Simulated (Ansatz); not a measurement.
**BGeH4Cl (SMILES Cl[BH][GeH3]): r2SCAN/def2-SVP**

Aim: the vertical singlet–triplet gap of BGeH4Cl at r2SCAN/def2-SVP, from 2 runs. 

The calculation is run with Ansatz 0.2.0.

59 further runs of the same task are left out: 59 set aside as unsound or not needed. Runs told in other sessions of the task aren't counted.

### 1 The system as given

BGeH4Cl has 7 atoms, charge 0, and is taken as a singlet. SMILES: `Cl[BH][GeH3]`. The coordinates come from a PBE0-D4/def2-TZVP relaxation.

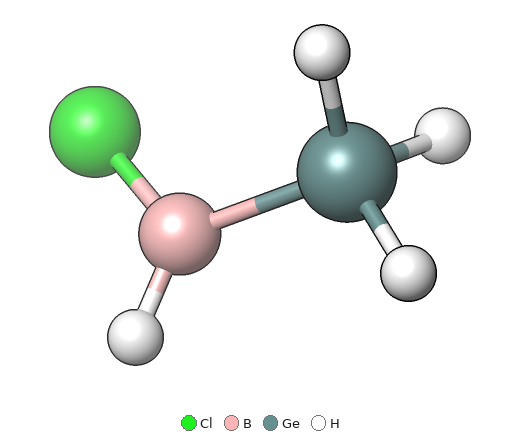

The structure, seen from a chosen angle (chlorine green, boron pink, germanium teal, hydrogen white).

### 2 The energy at r2SCAN/def2-SVP

Input file molecule.yaml:

```yaml
basis:
  gaussian: {orbitals: def2-SVP}
crystal:
  periodic: [false, false, false]
  atoms:
    - {symbol: Cl, position_ang: [-1.976000, -1.523900, 0.066800]}
    - {symbol: B, position_ang: [-0.280900, -1.157900, 0.180500]}
    - {symbol: Ge, position_ang: [0.359600, 0.783200, -0.117500]}
    - {symbol: H, position_ang: [0.439400, -2.075400, 0.430000]}
    - {symbol: H, position_ang: [-0.028000, 1.247000, -1.533300]}
    - {symbol: H, position_ang: [-0.333800, 1.724000, 0.884000]}
    - {symbol: H, position_ang: [1.881000, 0.935000, 0.043800]}
total_charge: 0
magnetization: {spin_polarized: false}
hamiltonian: {xc: r2scan}
accuracy: high
output: {orbitals: {seedname: orbitals}}
```

Launch:

```
$ ansatz run molecule.yaml --threads 1 --pin off --max-ram 2610MiB --events-out events.jsonl --progress --plain --runs-dir runs
```

Log:

```text
Warning: RAYON_NUM_THREADS=1 ignored (pool sized by the plan → 1); use --threads N
Functional definition: r2SCAN
  name "r2SCAN"
  parameter k0 = 0.174
  parameter k1 = 0.065
  parameter a1 = 4.9479
  exchange = r2scan_x(k0 = k0, k1 = k1, a1 = a1)
  correlation = r2scan_c
1778 factors; integrals over basis functions are off by at most 4.7e-9 eV
mean field evaluation 1: about -69768.2541 eV, gradient 2.3e1 eV
mean field evaluation 2: about -69767.7192 eV, gradient 2.7e1 eV
mean field evaluation 4: about -69769.5887 eV, gradient 1.2e0 eV
mean field evaluation 8: about -69769.5907 eV, gradient 2.0e-2 eV
mean field evaluation 16: about -69769.5907 eV, gradient 1.3e-6 eV
mean field -69769.59065700 eV, -2563.9851651177 hartree, gradient 5.1e-8 eV, S^2 0.000000; 0 other end points of the search recorded, 0 dependent functions left out
reference -69769.59065771 eV, -2563.9851651437 hartree; 29, 29 occupied and 55, 55 virtual orbitals, 1778 factors
Total energy: -69769.59065771 eV, -2563.9851651437 hartree
```

Run time: 12 s. Hardware: 1 thread of Arm Neoverse V2, shared host; peak memory 0.24 GiB.

### 3 The triplet at the same level

Input file molecule.yaml:

```yaml
crystal:
  periodic: [false, false, false]
  atoms:
    - symbol: Cl
      position_ang: [-1.976000, -1.523900, 0.066800]
    - symbol: B
      position_ang: [-0.280900, -1.157900, 0.180500]
    - symbol: Ge
      position_ang: [0.359600, 0.783200, -0.117500]
    - symbol: H
      position_ang: [0.439400, -2.075400, 0.430000]
    - symbol: H
      position_ang: [-0.028000, 1.247000, -1.533300]
    - symbol: H
      position_ang: [-0.333800, 1.724000, 0.884000]
    - symbol: H
      position_ang: [1.881000, 0.935000, 0.043800]
basis:
  gaussian:
    orbitals: def2-SVP
magnetization:
  spin_polarized: true
  initial_magnetization: 2
hamiltonian:
  xc: {name: r2SCAN}
accuracy: high
output: {orbitals: {seedname: orbitals}}
```

Launch:

```
$ ansatz run molecule.yaml --threads 1 --pin off --max-ram 2610MiB --events-out events.jsonl --progress --plain --runs-dir runs
```

Log, shortened:

```text
Warning: RAYON_NUM_THREADS=1 ignored (pool sized by the plan → 1); use --threads N
[... 7 set-up lines as earlier in the session ...]
1778 factors; integrals over basis functions are off by at most 4.7e-9 eV
mean field evaluation 1: about -69761.7468 eV, gradient 2.6e1 eV
mean field evaluation 2: about -69757.1406 eV, gradient 3.8e1 eV
mean field evaluation 4: about -69766.3039 eV, gradient 2.2e0 eV
mean field evaluation 8: about -69766.3259 eV, gradient 3.2e-2 eV
mean field evaluation 16: about -69766.3259 eV, gradient 1.3e-4 eV
mean field -69766.32590666 eV, -2563.8651877555 hartree, gradient 5.0e-8 eV, S^2 2.007023; 0 other end points of the search recorded, 0 dependent functions left out
reference -69766.32590871 eV, -2563.8651878309 hartree; 30, 28 occupied and 54, 56 virtual orbitals, 1778 factors
Total energy: -69766.32590871 eV, -2563.8651878309 hartree
```

Run time: 21 s. Hardware: 1 thread of Arm Neoverse V2, shared host; peak memory 0.38 GiB.

### 4 Results

Level: r2SCAN/def2-SVP.

| quantity | value |
| --- | --- |
| singlet: total energy | -2563.98517 Eh |
| singlet: HOMO energy | -6.92 eV |
| singlet: LUMO energy | -2.79 eV |
| singlet: HOMO–LUMO gap | 4.13 eV |
| triplet: total energy | -2563.86519 Eh |
| triplet: HOMO energy (highest over α and β) | -3.75 eV |
| triplet: ⟨S²⟩ | 2.007 |
| vertical energy of the triplet above the singlet | 3.265 eV |

What this shows: At this shape the triplet lies 3.26 eV (315 kJ/mol) above the singlet.
